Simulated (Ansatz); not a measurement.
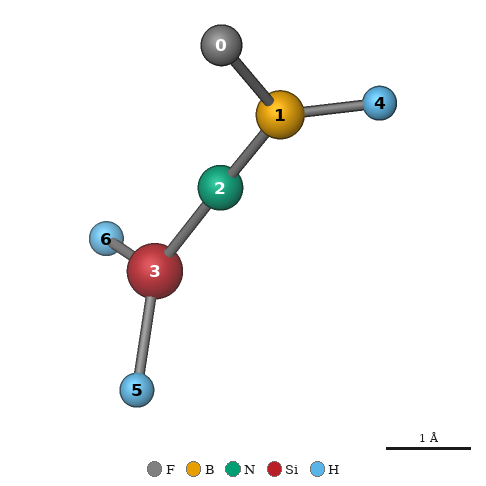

The structure as it stands in the input. Atoms are numbered from 0, in the order of the input.

The calculation was set up as follows.

```yaml
crystal:
  periodic: [false, false, false]
  atoms:
    - {symbol: F, position_ang: [0.001842, -2.092484, 1.316362]}
    - {symbol: B, position_ang: [0.357056, -1.371482, 0.022721]}
    - {symbol: N, position_ang: [0.069105, -0.030235, -0.140399]}
    - {symbol: Si, position_ang: [-0.247696, 1.489109, -0.354307]}
    - {symbol: H, position_ang: [0.892082, -2.018935, -0.835080]}
    - {symbol: H, position_ang: [-1.516157, 1.974848, -0.939704]}
    - {symbol: H, position_ang: [0.700005, 2.568762, -0.002464]}
basis:
  gaussian: {orbitals: def2-TZVPP}
correlation: {method: ccsd_t}
```

Output:

```
Functional definition: HF
  name "HF"
  cite "Fock, Z. Phys. 61, 126 (1930) doi:10.1007/BF01340294"
  parent pbe
  exchange = exact_x
  correlation = 0
1069 factors; integrals over basis functions are off by at most 1.1e-3 eV
mean field evaluation 1: about -12767.1639 eV, gradient 4.9e1 eV
mean field evaluation 2: about -12767.2794 eV, gradient 4.9e1 eV
mean field evaluation 4: about -12772.4784 eV, gradient 3.9e0 eV
mean field evaluation 8: about -12772.5624 eV, gradient 3.8e-1 eV
mean field evaluation 16: about -12772.5636 eV, gradient 1.1e-6 eV
mean field -12772.56361539 eV, -469.3830553110 hartree, gradient 1.1e-6 eV, S^2 0.000000; 0 other end points of the search recorded, 0 dependent functions left out
8 core orbitals not correlated: weight in the atoms' cores, before any rotation towards them, 1.000 or more for the frozen orbitals, at most 0.000 for the correlated occupied ones
reference -12772.56361539 eV, -469.3830553110 hartree; 11, 11 occupied and 158, 158 virtual orbitals, 1069 factors
second order -18.13432402 eV of doubles, -0.00000000 eV of singles
cycle   1  -18.10293745 eV  change    3.1e-2 eV  update   1.1e-1
cycle   2  -18.59667758 eV  change   -4.9e-1 eV  update   3.6e-2
cycle   3  -18.74108175 eV  change   -1.4e-1 eV  update   2.2e-2
cycle   4  -18.72574323 eV  change    1.5e-2 eV  update   7.0e-3
cycle   5  -18.72135654 eV  change    4.4e-3 eV  update   4.0e-3
cycle   6  -18.72410097 eV  change   -2.7e-3 eV  update   1.5e-3
cycle   7  -18.72434827 eV  change   -2.5e-4 eV  update   5.7e-4
cycle   8  -18.72399137 eV  change    3.6e-4 eV  update   2.3e-4
cycle   9  -18.72398983 eV  change    1.5e-6 eV  update   9.1e-5
cycle  10  -18.72409259 eV  change   -1.0e-4 eV  update   3.4e-5
cycle  11  -18.72403178 eV  change    6.1e-5 eV  update   1.5e-5
cycle  12  -18.72403466 eV  change   -2.9e-6 eV  update   5.6e-6
perturbative correction -0.74588082 eV, -0.0274106147 hartree
Total energy: -12792.03353088 eV, -470.0985615079 hartree
```
